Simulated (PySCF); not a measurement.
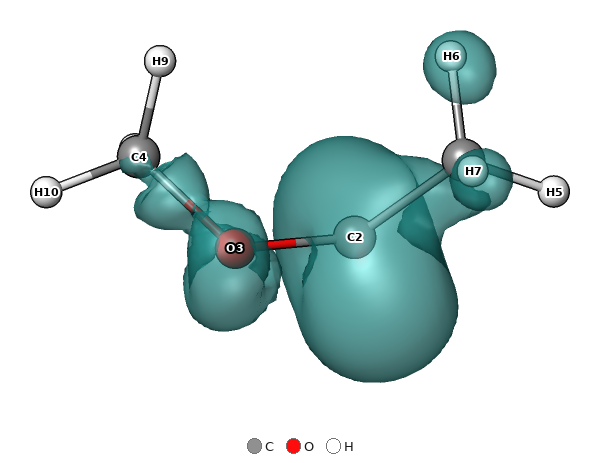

*C₃H₆O (SMILES C[C]OC) (triplet). Isosurface of the spin density at +0.05 e/Å³ (teal), seen across its widest extent.*

Geometry: GFN2-xTB.

All numbers below come from UKS B3LYP, pcH-1 on C H O, non-relativistic, mean-field spin-orbit, GIAO in PySCF 2.14.0, density-fitted response routines.

| atom | x (Å) | y (Å) | z (Å) |
| --- | --- | --- | --- |
| C | 1.6339 | -0.0777 | 0.2298 |
| C | 0.3661 | -0.8248 | 0.2372 |
| O | -0.8608 | -0.3549 | 0.4537 |
| C | -1.6131 | 0.1334 | -0.6632 |
| H | 2.4708 | -0.7698 | 0.2953 |
| H | 1.7504 | 0.5036 | -0.6962 |
| H | 1.6892 | 0.6206 | 1.0742 |
| H | -1.6226 | -0.5999 | -1.4735 |
| H | -1.1794 | 1.0685 | -1.0283 |
| H | -2.6257 | 0.3057 | -0.3044 |

> Describe the spin distribution.

The unpaired spin (2 electrons) lies mostly on C2 (about 1.4), O3 (about 0.3) and C1 (about 0.2), in electrons by Hirshfeld's partition.
